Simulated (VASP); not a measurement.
**HfCr with r2SCAN: from relaxation to properties**

Wanted: the relaxed cell of HfCr and its properties. The steps: rough relaxation of the start cell, relaxing cell and atoms (r2SCAN), density, ELF and potential (r2SCAN), band structure (r2SCAN) and density of states (r2SCAN). The cell is invented: it takes the structure of a Materials Project entry for HfTi (space group 187 there), with some of its atoms replaced by other elements, volume scaled by an estimate. It may not be a known or stable phase. Left out of this account: 6 further runs (self-consistent run: a volume scan without its fit).

Method: r2SCAN, spin-polarised from a ferromagnetic start (one magnetic atom a cell); plane waves and PAW (Hf_pv, Cr_pv), in the first sound run; inputs show where later runs differ, in VASP 6.6.1.

## (1) The starting structure

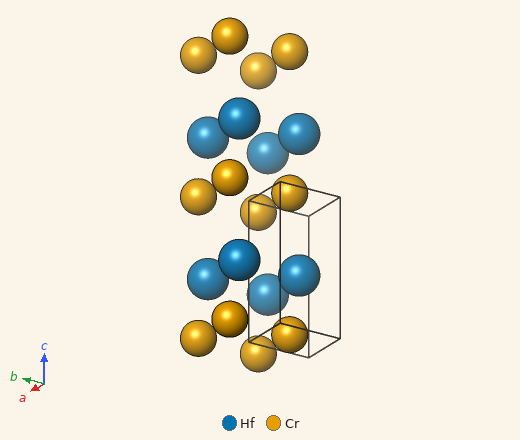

Start, viewed from a free direction; hafnium blue, chromium orange. 2×2×2 cells are drawn. Some periodic images of atoms are drawn too.

## (2) Rough relaxation of the start cell

The start is only an estimate, so a cheap relaxation brings it near a minimum before any careful run. r2SCAN adds the kinetic-energy density, costs more than a GGA and is run with LASPH.

Contents of INCAR:

```
SYSTEM = HfCr
PREC = Normal
ENCUT = 400
EDIFF = 1E-05
NELM = 60
ISMEAR = 0
SIGMA = 0.05
LREAL = .FALSE.
ALGO = Normal
METAGGA = R2SCAN
LASPH = .TRUE.
NBANDS = 18
ISPIN = 2
MAGMOM = 0 3
LMAXMIX = 4
LORBIT = 11
LWAVE = .FALSE.
LCHARG = .FALSE.
IBRION = 2
NSW = 40
ISIF = 3
EDIFFG = -0.04
```

Contents of POSCAR:

```
HfCr
1.0
    2.9881100000      0.0000000000      0.0000000000
   -1.4940550000      2.5877800000      0.0000000000
    0.0000000000      0.0000000000      4.6758480000
Hf Cr
1 1
Direct
    0.6666666700      0.3333333300      0.5000000000
    0.3333333300      0.6666666700      0.0000000000
```

Contents of KPOINTS:

```
Automatic mesh
0
Gamma
6 6 4
0 0 0
```

The projector-augmented-wave data sets are Hf_pv and Cr_pv (PBE family, release 64).

The run is started by

```
mpirun -np 1 vasp_std
```

The program printed:

```text
[banner, memory and clock lines left out]
running    1 mpi-ranks, on    1 nodes
 distrk:  each k-point on    1 cores,    1 groups
 distr:  one band on    1 cores,    1 groups

 POSCAR found type information on POSCAR HfCr
 POSCAR found :  2 types and       2 ions
|                                                                             |
|               ----> ADVICE to this user running VASP <----                  |
|                                                                             |
|     You enforced a specific xc type in the INCAR file but a different       |
|     [... a line on the potential file left out ...]
|     I HOPE YOU KNOW WHAT YOU ARE DOING!                                     |
|                                                                             |

 LDA part: xc-table for (None), standard interpolation
 POSCAR, INCAR and KPOINTS ok, starting setup
 FFT: planning ... GRIDC
 FFT: planning ... GRID_SOFT
 FFT: planning ... GRID
 WAVECAR not read
 entering main loop
       N       E                     dE             d eps       ncg     rms          rms(c)
DAV:   1     0.927374049186E+02    0.92737E+02   -0.11599E+04  1512   0.108E+03
DAV:   2    -0.606478586520E+02   -0.15339E+03   -0.15056E+03  1622   0.334E+02
DAV:   3    -0.661124071336E+02   -0.54645E+01   -0.53103E+01  1720   0.598E+01
DAV:   4    -0.662292714696E+02   -0.11686E+00   -0.11653E+00  1800   0.821E+00
DAV:   5    -0.662342197456E+02   -0.49483E-02   -0.49010E-02  2222   0.139E+00    0.724E+01
DAV:   6    -0.700583534826E+02   -0.38241E+01   -0.13867E+02  1796   0.656E+01    0.619E+01
DAV:   7    -0.617116671833E+02    0.83467E+01   -0.16608E+02  1844   0.595E+01    0.555E+01
DAV:   8    -0.587393479648E+02    0.29723E+01   -0.15550E+01  1814   0.156E+01    0.184E+01
DAV:   9    -0.590873351473E+02   -0.34799E+00   -0.13082E+00  1736   0.559E+00    0.161E+01
DAV:  10    -0.590402049518E+02    0.47130E-01   -0.12867E+00  1914   0.591E+00    0.932E+00
DAV:  11    -0.592065778514E+02   -0.16637E+00   -0.49689E-01  1886   0.252E+00    0.605E+00
DAV:  12    -0.592722172357E+02   -0.65639E-01   -0.28268E-01  1902   0.242E+00    0.466E+00
DAV:  13    -0.593139871090E+02   -0.41770E-01   -0.10489E-01  1928   0.126E+00    0.341E+00
DAV:  14    -0.593252033219E+02   -0.11216E-01   -0.74554E-02  1644   0.151E+00    0.358E+00
DAV:  15    -0.593254591272E+02   -0.25581E-03   -0.18551E-01  1846   0.169E+00    0.145E+00
DAV:  16    -0.593368564348E+02   -0.11397E-01   -0.65042E-02  1764   0.112E+00    0.173E+00
DAV:  17    -0.593368332106E+02    0.23224E-04   -0.13142E-02  1712   0.606E-01    0.803E-01
DAV:  18    -0.593366985972E+02    0.13461E-03   -0.43358E-03  1808   0.402E-01    0.259E-01
DAV:  19    -0.593366515288E+02    0.47068E-04   -0.55812E-04  1720   0.133E-01    0.264E-01
DAV:  20    -0.593372228982E+02   -0.57137E-03   -0.28215E-03  1694   0.244E-01    0.787E-02
DAV:  21    -0.593371970051E+02    0.25893E-04   -0.34469E-04  1596   0.112E-01    0.465E-02
DAV:  22    -0.593372167379E+02   -0.19733E-04   -0.18734E-05  1344   0.304E-02    0.412E-02
DAV:  23    -0.593372337372E+02   -0.16999E-04   -0.29946E-05  1518   0.242E-02    0.944E-03
DAV:  24    -0.593372220061E+02    0.11731E-04   -0.49581E-06   826   0.116E-02    0.116E-02
DAV:  25    -0.593372249337E+02   -0.29275E-05   -0.36956E-07   802   0.426E-03
   1 F= -.59337225E+02 E0= -.59336496E+02  d E =-.593372E+02  mag=     2.7907
 curvature:   0.00 expect dE= 0.000E+00 dE for cont linesearch  0.000E+00
 trial: gam= 0.00000 g(F)=  0.461E-44 g(S)=  0.142E+00 ort = 0.000E+00 (trialstep = 0.100E+01)
 search vector abs. value=  0.142E+00
 bond charge predicted
       N       E                     dE             d eps       ncg     rms          rms(c)
DAV:   1    -0.632636573977E+02   -0.39264E+01   -0.51027E+01  1532   0.660E+01    0.727E+02
DAV:   2    -0.771874554327E+02   -0.13924E+02   -0.27120E+02  2126   0.878E+01    0.845E+02
DAV:   3    -0.590631455653E+02    0.18124E+02   -0.14364E+02  1964   0.591E+01    0.276E+02
DAV:   4    -0.676066193883E+02   -0.85435E+01   -0.95679E+01  1994   0.453E+01    0.186E+02
DAV:   5    -0.590203773947E+02    0.85862E+01   -0.44479E+01  1974   0.307E+01    0.165E+02
DAV:   6    -0.594487566565E+02   -0.42838E+00   -0.12261E+00  1710   0.672E+00    0.136E+02
DAV:   7    -0.594363165740E+02    0.12440E-01   -0.86064E-02  2146   0.150E+00    0.116E+02
DAV:   8    -0.594457635275E+02   -0.94470E-02   -0.66025E-02  1764   0.106E+00    0.878E+01
DAV:   9    -0.594069361684E+02    0.38827E-01   -0.12231E-01  1730   0.166E+00    0.356E+01
DAV:  10    -0.593894237362E+02    0.17512E-01   -0.55259E-02  1900   0.168E+00    0.256E+00
DAV:  11    -0.594007181696E+02   -0.11294E-01   -0.29008E-02  1836   0.799E-01    0.179E+00
DAV:  12    -0.594052467067E+02   -0.45285E-02   -0.10424E-02  1636   0.453E-01    0.107E+00
DAV:  13    -0.594063931176E+02   -0.11464E-02   -0.29576E-03  1838   0.327E-01    0.530E-01
DAV:  14    -0.594067866135E+02   -0.39350E-03   -0.22609E-03  1886   0.284E-01    0.351E-01
DAV:  15    -0.594072127891E+02   -0.42618E-03   -0.15771E-03  1624   0.171E-01    0.685E-02
DAV:  16    -0.594072815374E+02   -0.68748E-04   -0.33763E-04  1670   0.106E-01    0.485E-02
DAV:  17    -0.594072460045E+02    0.35533E-04   -0.80790E-05  1698   0.434E-02    0.541E-02
DAV:  18    -0.594072464142E+02   -0.40972E-06   -0.79150E-06   844   0.162E-02
   2 F= -.59407246E+02 E0= -.59406727E+02  d E =-.700215E-01  mag=     2.9577
[...]
3 F= -.59407855E+02 E0= -.59407446E+02  d E =-.706300E-01  mag=     2.9573
[...]
4 F= -.59418746E+02 E0= -.59416997E+02  d E =-.108914E-01  mag=     2.9213
[...]
5 F= -.59418920E+02 E0= -.59417423E+02  d E =-.110649E-01  mag=     2.9360
[...]
6 F= -.59418932E+02 E0= -.59417519E+02  d E =-.110768E-01  mag=     2.9393
 curvature:  -0.52 expect dE=-0.386E-03 dE for cont linesearch -0.150E-06
 trial: gam=-0.03833 g(F)=  0.301E-42 g(S)=  0.744E-03 ort =-0.960E-04 (trialstep = 0.960E+00)
 search vector abs. value=  0.798E-03
 bond charge predicted
       N       E                     dE             d eps       ncg     rms          rms(c)
DAV:   1    -0.594336172026E+02   -0.14677E-01   -0.24315E-01  1534   0.505E+00    0.180E+00
DAV:   2    -0.594463143787E+02   -0.12697E-01   -0.40945E-01  1748   0.411E+00    0.288E+00
DAV:   3    -0.594181519592E+02    0.28162E-01   -0.20612E-01  1808   0.241E+00    0.328E-01
DAV:   4    -0.594189796644E+02   -0.82771E-03   -0.34105E-03  1602   0.386E-01    0.160E-01
DAV:   5    -0.594189655125E+02    0.14152E-04   -0.37909E-04  1838   0.137E-01    0.104E-01
DAV:   6    -0.594189836319E+02   -0.18119E-04   -0.48719E-05  1872   0.447E-02    0.589E-02
DAV:   7    -0.594190421594E+02   -0.58527E-04   -0.16662E-05  1570   0.261E-02    0.317E-02
DAV:   8    -0.594190558535E+02   -0.13694E-04   -0.21403E-06   810   0.104E-02    0.174E-02
DAV:   9    -0.594190562641E+02   -0.41058E-06   -0.11862E-06   792   0.668E-03
   7 F= -.59419056E+02 E0= -.59417901E+02  d E =-.124452E-03  mag=     2.9361
 trial-energy change:   -0.000124  1 .order   -0.000217   -0.000718    0.000285
 step:   0.5588(harm=  0.6877)  dis= 0.00000  next Energy=   -59.419122 (dE=-0.191E-03)
 reached required accuracy - stopping structural energy minimisation
```

Wall time 9.6 min (1 MPI rank of AMD EPYC 7R43, shared host); peak memory 0.1 GiB.

The logs omit lines about the potential files and the build; timing stands in the text.

From OUTCAR (step 2):

```text
ion  position               nearest neighbor table
   1  0.667  0.333  0.500-   2 2.91   2 2.91   2 2.91   2 2.91   2 2.91   2 2.91
   2  0.333  0.667  0.000-   1 2.91   1 2.91   1 2.91   1 2.91   1 2.91   1 2.91

  LATTYP: Found a hexagonal cell.
 ALAT       =     2.9881100000
 C/A-ratio  =     1.5648178949

 Subroutine GETGRP returns: Found 12 space group operations
 (whereof 12 operations were pure point group operations)

The static configuration has the point symmetry D_3h.

 Found     21 irreducible k-points:

   k-points           NKPTS =     21   k-points in BZ     NKDIM =     21   number of bands    NBANDS=     18

   dimension x,y,z NGX =    16 NGY =   16 NGZ =   24
   dimension x,y,z NGXF=    32 NGYF=   32 NGZF=   48

   ENCUT  =  400.0 eV  29.40 Ry    5.42 a.u.   4.87  4.87  7.63*2*pi/ulx,y,z

   NELECT =      22.0000    total number of electrons

 k-points in reciprocal lattice and weights: Automatic mesh
   0.00000000  0.00000000  0.00000000       0.007
   0.16666667  0.00000000  0.00000000       0.042
   0.33333333  0.00000000  0.00000000       0.042
   0.50000000  0.00000000  0.00000000       0.021
   0.16666667  0.16666667  0.00000000       0.042
   0.33333333  0.16666667  0.00000000       0.083
   0.33333333  0.33333333  0.00000000       0.014
   0.00000000  0.00000000  0.25000000       0.014
   0.16666667  0.00000000  0.25000000       0.083
[...]
0.33333333  0.16666667  0.50000000       0.083
   0.33333333  0.33333333  0.50000000       0.014

 average (electrostatic) potential at core
       1 -41.7261       2 -74.9183

 E-fermi :   5.9698

 spin component 1
 k-point     1 :       0.0000    0.0000    0.0000
  band No.  band energies     occupation
    ...
      8       2.2751      1.00000
      9       4.4419      1.00000
     10       4.4423      1.00000
     11       4.6878      1.00000
     12       4.6879      1.00000
     13       6.3871      0.00000
     14       7.0287      0.00000
     15       7.4364      0.00000
     16       8.0727      0.00000
     17      10.9752      0.00000
    ...

 k-point     2 :       0.1667    0.0000    0.0000
  band No.  band energies     occupation
    ...
      8       2.7276      1.00000
      9       4.1535      1.00000
     10       4.2414      1.00000
     11       4.5370      1.00000
     12       4.7352      1.00000
     13       6.4588      0.00000
     14       6.5773      0.00000
     15       7.4356      0.00000
     16       7.6309      0.00000
     17       8.9095      0.00000
    ...

 k-point     3 :       0.3333    0.0000    0.0000
  band No.  band energies     occupation
    ...
      9       3.3524      1.00000
     10       3.9878      1.00000
     11       4.2488      1.00000
     12       5.3868      1.00000
     13       5.9335      0.84802
     14       6.4593      0.00000
     15       7.4244      0.00000
     16       8.3458      0.00000
     17      10.7421      0.00000
     18      11.1525      0.00000

 k-point     4 :       0.5000    0.0000    0.0000
  band No.  band energies     occupation
    ...
      9       2.9403      1.00000
     10       4.1111      1.00000
     11       4.2639      1.00000
     12       5.7584      1.00000
     13       5.7781      1.00000
     14       6.6730      0.00000
     15       7.3648      0.00000
     16       8.1739      0.00000
     17      10.6733      0.00000
     18      13.2280      0.00000

 k-point     5 :       0.1667    0.1667    0.0000
  band No.  band energies     occupation
    ...
      8       3.2224      1.00000
      9       3.5968      1.00000
     10       3.7345      1.00000
     11       4.2799      1.00000
     12       5.2962      1.00000
     13       6.1087      0.00004
     14       6.7165      0.00000
     15       7.4352      0.00000
     16       7.6329      0.00000
     17      10.4101      0.00000
    ...

 k-point     6 :       0.3333    0.1667    0.0000
  band No.  band energies     occupation
    ...
      8       2.9834      1.00000
      9       3.1219      1.00000
     10       3.7779      1.00000
     11       4.0970      1.00000
     12       5.9219      0.91231
     13       6.0069      0.14729
     14       6.9257      0.00000
     15       7.4303      0.00000
     16       8.2934      0.00000
     17       9.8305      0.00000
    ...

  Total        0.0489366      0.0489366      0.0432411      0.0000000      0.0000000      0.0000000
  in kB        2.0797908      2.0797922      1.8377339      0.0000000      0.0000000      0.0000000
  external PRESSURE =       1.9991056 kB  Pullay stress =       0.0000000 kB

  energy-cutoff  :      400.00
  volume of cell :       37.70
      direct lattice vectors                 reciprocal lattice vectors
     3.102557627 -0.000000000 -0.000000000     0.322314722  0.186088428  0.000000000
    -1.551278813  2.686894647  0.000000000     0.000000000  0.372176855 -0.000000000
    -0.000000000  0.000000000  4.522244793     0.000000000 -0.000000000  0.221129117

 POSITION                                       TOTAL-FORCE (eV/Angst)
 -----------------------------------------------------------------------------------
      1.55128      0.89563      2.26112        -0.000000     -0.000000     -0.000000
     -0.00000      1.79126      4.52224         0.000000      0.000000      0.000000
 -----------------------------------------------------------------------------------
    total drift:                               -0.000028      0.000024     -0.000000

  FREE ENERGIE OF THE ION-ELECTRON SYSTEM (eV)
  ---------------------------------------------------
  free  energy   TOTEN  =       -59.4190562641 eV

  energy  without entropy=      -59.4167465916  energy(sigma->0) =      -59.41790143

 reached required accuracy - stopping structural energy minimisation

 total charge
# of ion       s       p       d       tot
------------------------------------------
    1        0.420   6.454   1.570   8.444
    2        0.539   6.224   4.045  10.808
--------------------------------------------------
tot          0.958  12.678   5.616  19.252

 magnetization (x)
# of ion       s       p       d       tot
------------------------------------------
    1       -0.022  -0.080  -0.254  -0.356
    2        0.053   0.047   3.121   3.221
--------------------------------------------------
tot          0.032  -0.034   2.867   2.865

[... 6 further parts left out ...]
```

CONTCAR:

```
HfCr
   1.00000000000000
     3.1025576269315733   -0.0000000000000000   -0.0000000000000000
    -1.5512788134657867    2.6868946470528954    0.0000000000000000
    -0.0000000000000000    0.0000000000000000    4.5222447932556662
  Hf              Cr
     1     1
Direct
     0.6666666699999979    0.3333333300000021    0.5000000000000000
     0.3333333300000021    0.6666666699999979    1.0000000000000000
```

The cell holds one magnetic atom, so no antiferromagnetic order fits into it. The k-mesh is coarse for a metal. SCAN-type functionals tend to overstate the moments of itinerant magnets. Harder data sets than Hf_pv exist (the GW ones), and pressures, volumes and forces can shift noticeably with them. This relaxation is a rough one on cheap settings, only to bring the start near its minimum. The PAW data sets were made with PBE, which is usual practice but a small mismatch for other functionals. The run keeps the 12 symmetry operations of its start, so it cannot find a distortion of lower symmetry.

Relaxation path:

```csv
step,energy less that of the first step (eV),largest force (eV/Å),pressure (GPa),volume (Å³)
1,0.0000,0.0000,4.34,36.16
2,-0.0700,0.0000,-2.38,38.75
3,-0.0706,0.0000,-1.85,38.53
4,-0.0815,0.0000,-0.31,37.83
5,-0.0817,0.0000,-0.21,37.89
6,-0.0817,0.0000,-0.39,37.92
7,-0.0818,0.0000,0.20,37.70
```

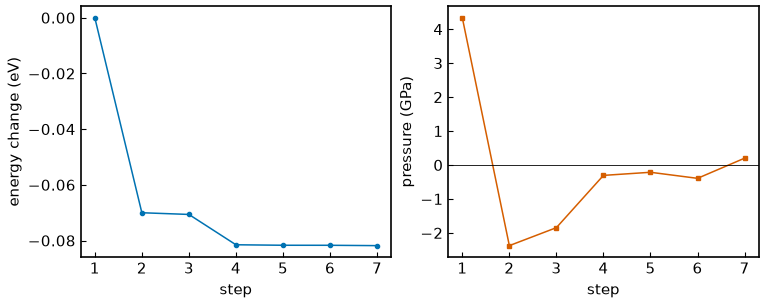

Energy and pressure along the relaxation.

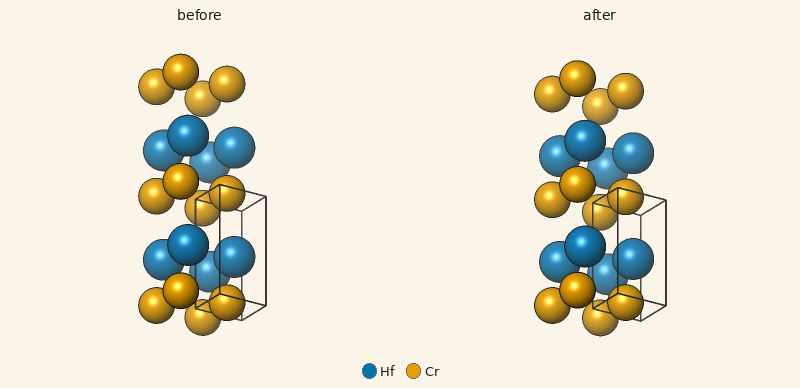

The structure before and after the relaxation, drawn at the same scale.

```csv
"conventional cell, symmetrised",before,after,change
a (Å),2.988,3.103,+3.8 %
b (Å),2.988,3.103,+3.8 %
c (Å),4.676,4.522,-3.3 %
volume (Å³/atom),18.08,18.85,+4.3 %
```

Final coordinates:

```xyz
2
Lattice="3.1026 0.0000 0.0000 -1.5513 2.6869 0.0000 0.0000 0.0000 4.5222" Properties=species:S:1:pos:R:3 pbc="T T T"
Hf    1.5513    0.8956    2.2611
Cr    0.0000    1.7913    0.0000
```

This step gave:

```
electrons                                         : 22
bands                                             : 18
irreducible k-points                              : 21
symmetry operations                               : 12
free energy (TOTEN)                               : -59.4191 eV
energy at zero smearing                           : -59.4179 eV
Fermi energy                                      : 5.970 eV
pressure                                          : 0.1999 GPa
moment of the cell, from the last line of the log : 2.936 μB
metallic                                          : yes
SCF cycles over all ionic steps                   : 84
```

Spin moment in the PAW sphere by atom:

```csv
atom,spin moment in the PAW sphere (μB)
Hf1,-0.36
Cr2,3.22
```

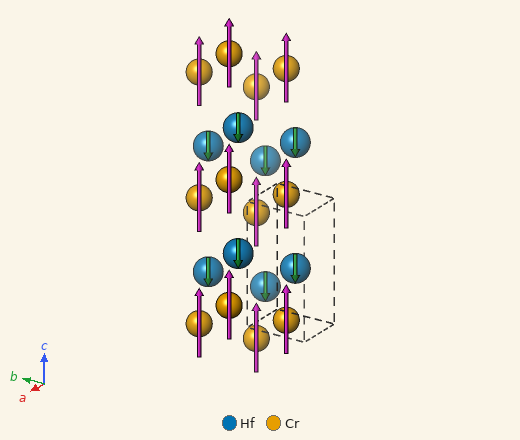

Spin moment in the PAW sphere as arrows, the longest 3.22 μB. Up and down stand for the sign. Arrows give size and sign along the axis of quantisation, drawn up and down the page. Each arrow also spans its atom, so small moments look longer than they are. The two directions have two colours. 2×2×2 cells are drawn. Some periodic images of atoms are drawn too.

It ends with forces that vanish by symmetry and a pressure of 0.20 GPa.

[end of part 1 of 4]

[Lines on the potential files, build, host, timing and source positions are cut from VASP's logs without a mark.]

[Logs are printed without paths, hosts, clocks, repeated set-up lines and the standing remarks that a program may print on its own settings, such as how far it seeks lower states.]

[Hosts, paths, dates, database ids (printed as entryN), source tags and the programs' standing remarks are cut or masked in the printed files.]

[A measured line is paired with the nearest computed mode of its activity, which favours agreement.]

[In band tables of VASP the shares of atoms and orbitals are scaled to a sum of 1 inside the atoms' spheres.]
